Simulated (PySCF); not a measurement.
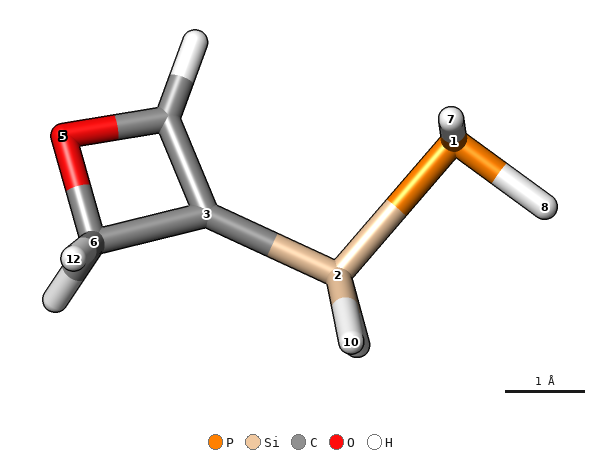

*The structure as given in the input (stick view, seen on its broad side; atoms are numbered from 1 in the order of the input).*

Excited-state calculation of C3H7OPSi

C3H7OPSi, SMILES P[SiH2]C1=COC1, computed with TDDFT wB97X-D/def2-SVPD, vertical, gas phase, core orbitals frozen in the response (PySCF 2.14.0).

The geometry comes from this level: PBE0-D3(BJ)/def2-SVP.

### Output
```
coarse grid: 11936 points
cycle   1  E = -823.9527604389  dE =  7.810e-01  |g| = 5.608e-01  |ddm| = 4.419e+00
cycle   2  E = -823.9446295320  dE =  8.131e-03  |g| = 6.617e-01  |ddm| = 1.196e+00
cycle   3  E = -824.0228903599  dE = -7.826e-02  |g| = 8.091e-02  |ddm| = 6.050e-01
cycle   4  E = -824.0240735767  dE = -1.183e-03  |g| = 3.775e-02  |ddm| = 1.525e-01
cycle   5  E = -824.0244290921  dE = -3.555e-04  |g| = 9.436e-03  |ddm| = 6.500e-02
cycle   6  E = -824.0244555490  dE = -2.646e-05  |g| = 2.561e-03  |ddm| = 2.287e-02
cycle   7  E = -824.0244578460  dE = -2.297e-06  |g| = 6.375e-04  |ddm| = 6.493e-03
final grid: 106288 points
cycle   8  E = -824.1367909022  dE = -7.235e-05  |g| = 2.892e-03  |ddm| = 1.234e-01
cycle   9  E = -824.1367930098  dE = -2.108e-06  |g| = 1.902e-03  |ddm| = 1.576e-02
cycle  10  E = -824.1367937934  dE = -7.837e-07  |g| = 8.581e-04  |ddm| = 3.549e-03
cycle  11  E = -824.1367939660  dE = -1.726e-07  |g| = 2.925e-04  |ddm| = 1.788e-03
cycle  12  E = -824.1367939891  dE = -2.312e-08  |g| = 6.666e-05  |ddm| = 5.872e-04
cycle  13  E = -824.1367939905  dE = -1.388e-09  |g| = 2.884e-05  |ddm| = 1.710e-04
cycle  14  E = -824.1367939908  dE = -3.172e-10  |g| = 6.026e-06  |ddm| = 9.145e-05
```

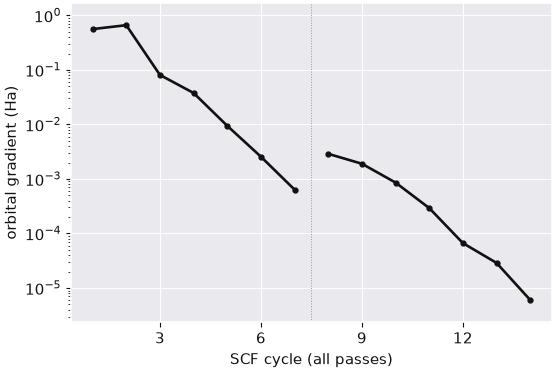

*Convergence of the self-consistent field: orbital gradient against the SCF cycle. The dotted line marks the change from a coarse to the final integration grid.*

The first 7 cycles use a coarse grid, the final grid takes over at cycle 8, and the field converges after 14 cycles in all.

```
converged SCF energy = -824.1367939908

Static polarisability (au): isotropic 92.725, principal 72.356 94.973 110.847

Singlet excitations
state   eV       nm        f      main configurations
  1   6.0133    206.2   0.21539   H->L 0.94
  2   6.4934    190.9   0.00970   H->L+1 0.66, H->L+2 0.19
  3   6.6030    187.8   0.01959   H-1->L+3 0.62, H->L+3 0.15
  4   6.6211    187.3   0.00777   H->L+2 0.54, H->L+1 0.18
  5   6.7955    182.5   0.08317   H-1->L 0.40, H-1->L+2 0.30, H-1->L+1 0.18
  6   6.8676    180.5   0.01324   H->L+4 0.49, H->L+3 0.17, H-1->L 0.12
  7   6.9409    178.6   0.09619   H-1->L 0.36, H-1->L+1 0.28, H-1->L+2 0.12
  8   7.1171    174.2   0.13151   H-1->L+2 0.38, H-1->L+1 0.30
  9   7.1963    172.3   0.02768   H->L+3 0.51, H->L+4 0.18, H-1->L+3 0.11
 10   7.4256    167.0   0.00635   H-2->L 0.55, H-3->L 0.19

Triplet excitations (Tamm-Dancoff, eV): 3.8841 5.7645 5.8432 6.3584
Vertical ionisation energy (delta-SCF) = 8.9100 eV
```

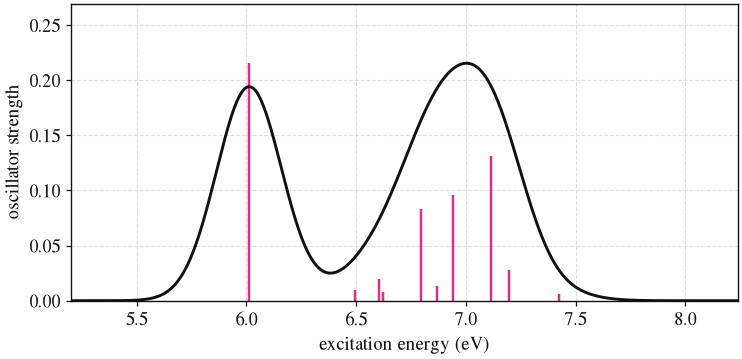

*Computed excitations as sticks (degenerate states added up, dark ones marked on the axis), with a Gaussian envelope of 0.35 eV full width at half maximum, scaled to the tallest.*

Of the 10 states the lowest lies at 6.01 eV (f = 0.215); the strongest line is at 6.01 eV, or 206 nm (f = 0.215).

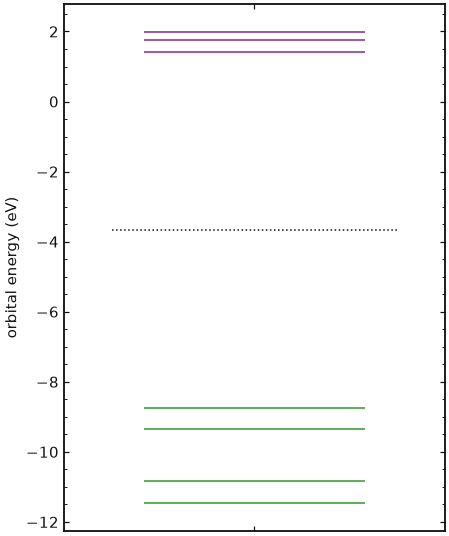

*Orbital energies near the frontier; the dotted line parts filled from empty levels, and levels within 0.02 eV of each other stand side by side.*

Highest filled −8.73 eV, lowest empty 1.42 eV, 10.15 eV apart.

This output came from the following input.

### The input
```
{"job": {"kind": "uv", "xc": "wB97X-D", "basis": "def2-SVPD", "ip": true}, "charge": 0, "multiplicity": 1}
P      2.534440     0.627404    -0.570275
Si     0.979116    -0.855079     0.148724
C     -0.653603    -0.053481    -0.141499
C     -1.105766     1.003728    -0.854154
O     -2.428094     0.954245    -0.547811
C     -2.104909    -0.205873     0.266186
H      2.533342     1.373821     0.647778
H      3.645161    -0.185661    -0.187168
H      1.156442    -2.109867    -0.650067
H      1.127522    -1.225330     1.591851
H     -0.709088     1.773408    -1.523101
H     -2.350678    -0.018311     1.322786
H     -2.636786    -1.095803    -0.104156
```

The first line tells a small driver script what to run in PySCF; the rest is the geometry in Å.

Launch command:
```bash
OMP_NUM_THREADS=1 python <driver script> task.json out
```

### Results in brief

```json
{"quantity": "outcome", "value": "converged"}
{"quantity": "total energy", "value": "−824.136794 hartree"}
{"quantity": "HOMO", "value": "−8.73 eV"}
{"quantity": "LUMO", "value": "1.42 eV"}
{"quantity": "dipole moment", "value": "1.14 D"}
{"quantity": "mean polarisability", "value": "92.73 a.u."}
{"quantity": "vertical ionisation energy", "value": "8.91 eV"}
{"quantity": "lowest singlet excitation", "value": "6.01 eV"}
{"quantity": "hardware", "value": "1 CPU thread, shared host"}
{"quantity": "wall time", "value": "1.9 min"}
{"quantity": "peak memory", "value": "0.91 GiB"}
```
